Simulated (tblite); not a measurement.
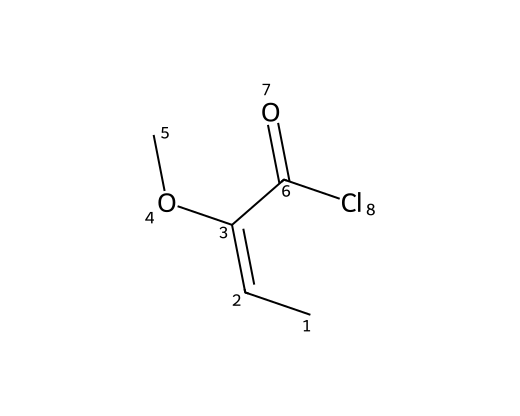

A structural formula, with wedges where it has stereocentres; small numbers name the atoms. The configuration is that of a computed structure (GFN2-xTB).

### Assign CIP descriptors.

C2=C3: E.

### Write the isomeric SMILES.

C/C=C(/OC)C(=O)Cl
